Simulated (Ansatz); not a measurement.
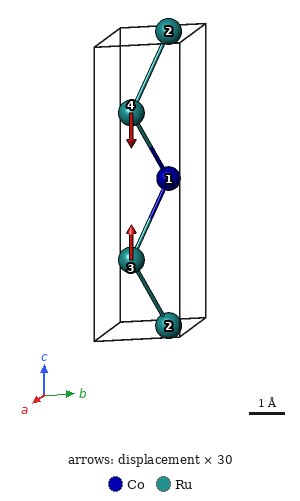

This is a relaxation of crystalline CoRu3 (a generated structure, set up in P-6m2) (coarse preliminary run). The starting structure is drawn; red arrows show the displacements (the part carried along by the change of the cell is left out), magnified 30 times.

A ball-and-stick model of the cell of the calculation, seen from a free direction.

All numbers below come from DFT PBE, scalar-relativistic, plane waves, PAW in Ansatz. (plane-wave cutoff 420 eV; k-point mesh 6 × 6 × 2; occupations gaussian; smearing width 0.1 eV; collinear spin; cell and atoms relaxed; force threshold 0.04 eV/Å; at most 70 steps)

Q: What did the optimiser do to the structure, and how much energy did it gain?

A: The largest moves relative to the cell, 0.036 Å, are those of Ru3 and Ru4. Ru3 goes along +c. Co stays in place. The drawn cell changes as follows: a = b 2.566 → 2.694 Å (+5.0 %), c 8.867 → 8.400 Å (−5.3 %); the volume changes by +4.4 %. Among the contacts that change: Co1–Co1 2.566 → 2.694 Å, Ru2–Ru2 2.566 → 2.694 Å, Co1–Ru3 2.666 → 2.584 Å, Ru2–Ru3 2.666 → 2.642 Å. The space group stays P-6m2 (No. 187). Over 3 accepted moves (4 points after the start) the energy falls by 151 meV per atom. Largest force component: 0.31 eV/Å at the start, 0.013 eV/Å at the end. Pressure: 18.24 GPa at the start and 0.03 GPa at the end. At 1 point the geometry stayed and the basis and grid were re-selected for the new cell (energy shift of 0.8 meV per atom at most each time).

Limits of the set-up: the k-point mesh is coarse for a cell with partly filled bands.
